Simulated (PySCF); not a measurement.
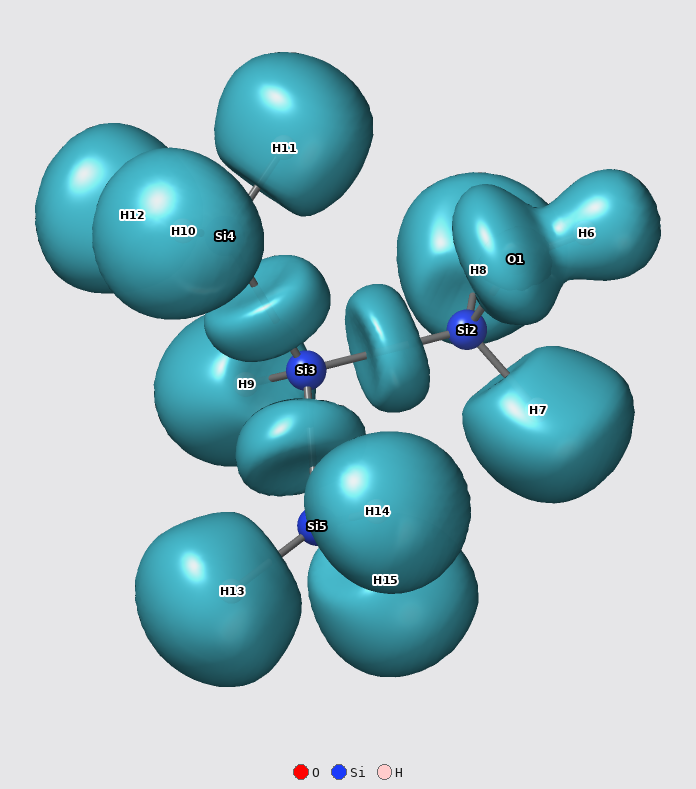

*H$_{10}$OSi$_{4}$ (SMILES O[SiH2][SiH]([SiH3])[SiH3]). Isosurface of the ELF at 0.75 (cyan), seen at a tilt. Core shells and regions of very low density are left out.*

Geometry: GFN2-xTB, MD frame at 250 fs, 200 K.

Method: PySCF 2.14.0, PBE0/pcSseg-1, SCF density, gas phase, non-relativistic.

```xyz
15

O    -1.5957    1.0396   -2.0405
Si   -1.3848    1.5903   -0.4895
Si    0.2080    0.2080    0.4794
Si    1.9364   -0.3940   -1.0325
Si   -0.9609   -1.4516    1.6156
H    -2.2503    1.4944   -2.6468
H    -2.7120    1.5154    0.0403
H    -1.0626    3.0018   -0.6468
H     0.9164    1.0787    1.5270
H     2.3732   -1.7229   -1.4780
H     1.7966    0.2685   -2.2802
H     3.2148    0.0918   -0.4183
H    -0.3899   -2.4965    2.5561
H    -1.6462   -2.2335    0.6182
H    -2.0395   -0.6192    2.2762
```

> Where are the electrons localised?

At this value the surface marks out three regions between bonded Si–Si atoms (shared pairs), nine regions around hydrogen nuclei and one joined region spread over several atoms (H, O), in which their bonds and any lone pairs are merged. Profiles from the grid: Si–O (1.66 Å): the ELF peaks at about 0.85 between the atoms, as expected for a polar covalent bond. Si–Si (2.32 Å): the ELF peaks at about 1 between the atoms, as expected for a covalent bond.
